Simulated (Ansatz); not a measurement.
## Electronic structure of BF2H2N···H3Si (doublet) in real space

```yaml
atoms:
  - { symbol: B, position_ang: [-0.0175, -0.4000, -0.0851] }
  - { symbol: F, position_ang: [-0.1619, -1.6119, 0.5070] }
  - { symbol: N, position_ang: [1.2319, 0.2376, -0.1324] }
  - { symbol: H, position_ang: [2.0625, -0.1623, 0.2987] }
  - { symbol: H, position_ang: [1.3617, 1.1510, -0.5630] }
  - { symbol: F, position_ang: [-1.1100, 0.1546, -0.6546] }
  - { symbol: Si, position_ang: [0.0129, 0.2211, 3.1592] }
  - { symbol: H, position_ang: [-1.0875, -0.5836, 3.8079] }
  - { symbol: H, position_ang: [1.3090, -0.5549, 3.1595] }
  - { symbol: H, position_ang: [0.2008, 1.5484, 3.8600] }
```

Level of theory: UKS PBE-D4/cc-pVDZ in Ansatz.

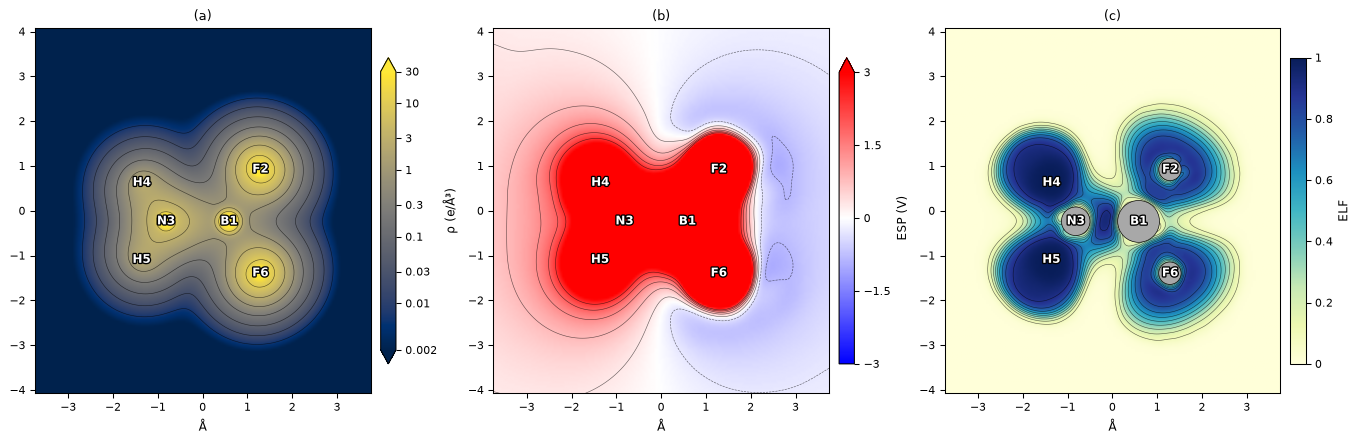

Figure 1. (a) electron density; (b) molecular electrostatic potential; (c) ELF on the plane of atoms N3, B1 and F6. Grey discs cover the atomic cores in the ELF map.

**Read the bonding off the picture.**

Atoms in the plane: B, F, N and H.
B–F (1.35 Å): ρ at the midpoint is about 2 e/Å³; the ELF peaks at about 0.85 between the atoms: a polar covalent bond.
B–N (1.40 Å): ρ is about 1.9 e/Å³ halfway; the ELF peaks at about 0.95 between the atoms: a polar covalent bond.
N–H (1.02 Å): ρ is about 2.8 e/Å³ halfway; the ELF climbs to about 1 towards the hydrogen, as it does in any bond to H: a covalent bond by its length.
The ELF also peaks beside F6 and F2, away from the bonds: non-bonding electrons, paired or unpaired.
Outside the dense part of the complex the potential is most negative (−1.0 V) near F6.

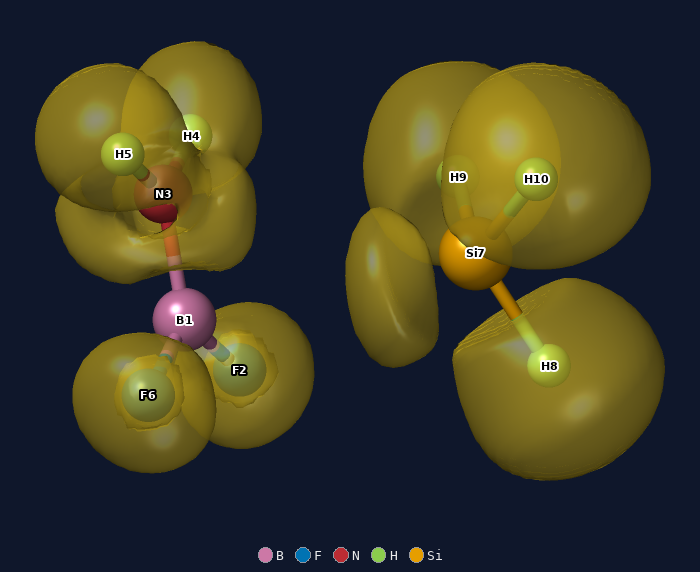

Figure 2. Isosurface of the electron localisation function at 0.75 (yellow), seen across its widest extent. Core shells and regions of very low density are left out.

**What do the ELF domains correspond to?**

At this value the surface marks out three regions around hydrogen nuclei, two regions on F in which the atom's valence shell and bonds are merged, one lobe on Si, pointing away from the bonds (non-bonding electrons) and one joined region spread over several atoms (H, N), in which their bonds and any lone pairs are merged. Profiles from the grid: Si7···B1 (3.30 Å): the ELF dips to about 0.05 between them.

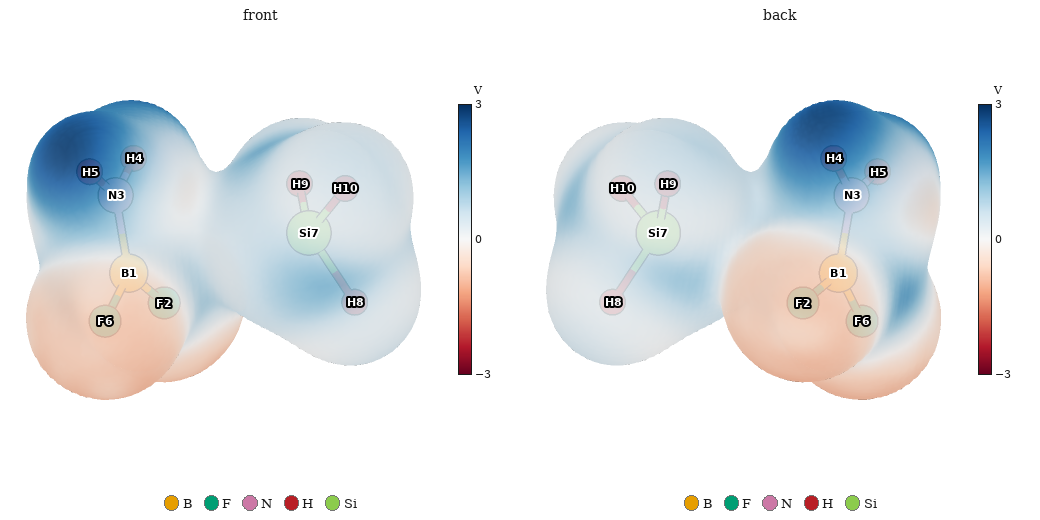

Figure 3. The molecular electrostatic potential painted on the density surface at 0.004 e/bohr³, seen from the front and from behind; the colour scale runs from red (negative) to blue (positive).

**Which sites attract a positive test charge, and which a negative one?**

A positive charge is drawn to the negative regions and a negative charge to the positive ones. The most negative region (about −0.9 V, or −21 kcal/mol for a unit charge) lies over F2 and F6, the most positive (about +2.7 V, or +62 kcal/mol for a unit charge) over H4 and H5.

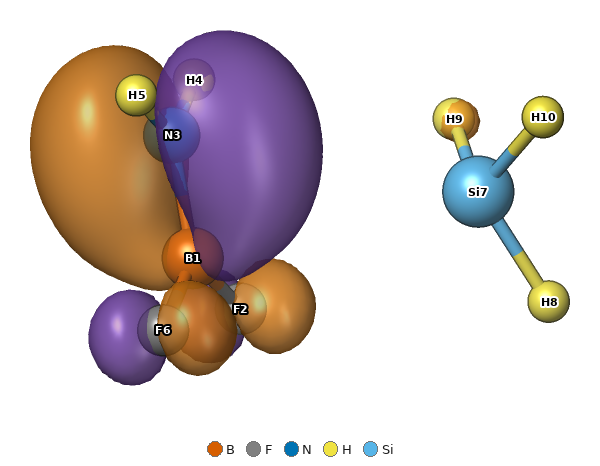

Figure 4. One frontier orbital at ±0.1 Å⁻³ᐟ² (orange and purple are the two phases), seen at a tilt.

**Which orbital is it: HOMO (β) or LUMO (β)?**

The HOMO (β), at −6.89 eV. It lies mainly on N3 (about 65 %) and B1 (about 10 %).
